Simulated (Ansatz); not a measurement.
**C4H7Br (SMILES CC(C)=CBr): density, localisation and related maps**

```yaml
atoms:
  - { symbol: C, position_ang: [-0.4003, -1.8025, -0.7244] }
  - { symbol: C, position_ang: [-0.5463, -0.3540, -0.2959] }
  - { symbol: C, position_ang: [-1.3229, -0.1147, 0.9765] }
  - { symbol: C, position_ang: [0.0113, 0.6131, -1.0549] }
  - { symbol: Br, position_ang: [-0.0637, 2.4974, -0.6799] }
  - { symbol: H, position_ang: [0.1081, -2.3951, 0.0668] }
  - { symbol: H, position_ang: [0.1773, -1.9100, -1.6623] }
  - { symbol: H, position_ang: [-1.3984, -2.2682, -0.8756] }
  - { symbol: H, position_ang: [-2.3508, -0.5274, 0.8861] }
  - { symbol: H, position_ang: [-1.3950, 0.9582, 1.2283] }
  - { symbol: H, position_ang: [-0.8449, -0.6466, 1.8273] }
  - { symbol: H, position_ang: [0.5711, 0.4056, -1.9762] }
```

Geometry: BLYP-D3(BJ)/def2-SVP.

Level of theory: isolated molecule in a Gaussian basis; Kohn-Sham density functional theory, functional PBE0 (Ansatz).

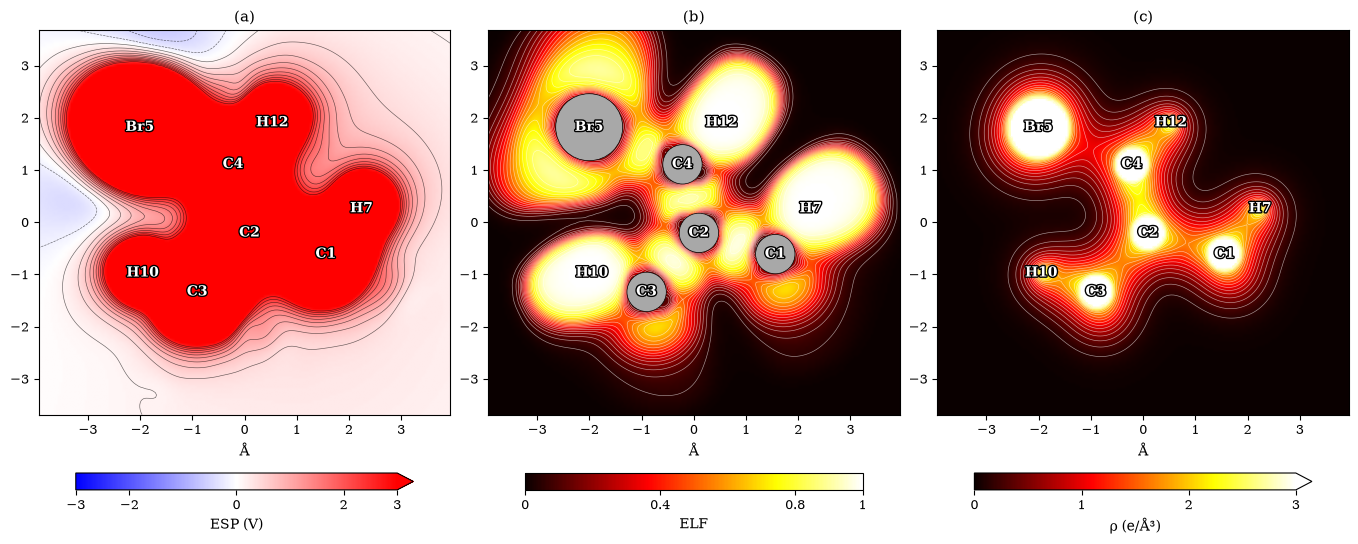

Figure 1. (a) molecular electrostatic potential; (b) electron localisation function; (c) total electron density on the plane of atoms C2, C4 and H12. Grey discs cover the atomic cores in the ELF map.

Interpret the plot.

Answer. The plane passes through C, Br and H nuclei.
C–C (1.35 Å): ρ at the midpoint is about 2.2 e/Å³; the ELF peaks at about 0.90 between the atoms: localised, covalent bonding.
C–Br (1.92 Å): the density is about 1.1 e/Å³ at the midpoint; the ELF peaks at about 0.85 between the atoms; a covalent bond.
C–H (1.10 Å): the density is about 2 e/Å³ at the midpoint; the ELF climbs to about 1 towards the hydrogen, as it does in any bond to H: a covalent bond by its length.
C–C (1.51 Å): ρ at the midpoint is about 1.7 e/Å³; the ELF peaks at about 0.95 between the atoms; localised, covalent bonding.
The ELF also peaks beside Br5, away from the bonds: lone-pair regions.
Outside the dense part of the molecule the potential is most negative (−0.6 V) near Br5.

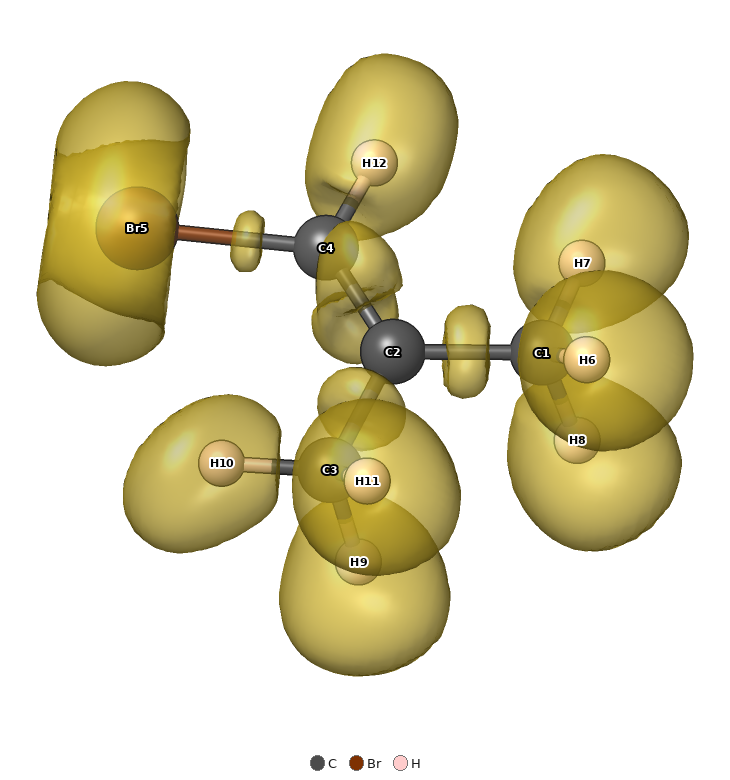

Figure 2. Isosurface of the electron localisation function at 0.8 (yellow), seen at an oblique angle. Core shells and regions of very low density are left out.

Identify the bonds, lone pairs and shells in this picture.

Answer. The surface consists of one region between bonded Br–C atoms (shared pairs), three regions between bonded C–C atoms (shared pairs), seven regions around hydrogen nuclei and one ring or bowl of non-bonding electrons around Br.

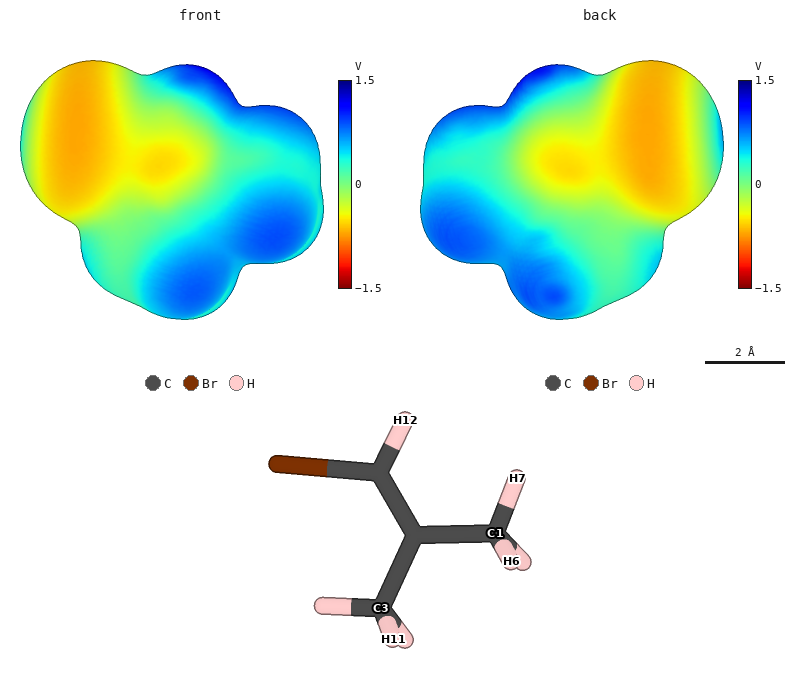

Figure 3. The electrostatic potential painted on the density surface at 0.002 e/bohr³, seen from the front and from behind; the colour scale runs from red (negative) to blue (positive). The bare structure is drawn below in the same view.

Which sites attract a positive test charge, and which a negative one?

Answer. A positive charge is drawn to the negative regions and a negative charge to the positive ones. The most negative region (about −0.7 V) lies over Br5, the most positive (about +1.1 V) over H12. Br5 shows a σ-hole: about +0.6 V at the tip opposite its bond, against about −0.5 V on its flanks.

What dipole moment does the calculation give?

Answer. Its dipole moment is 2.20 D.
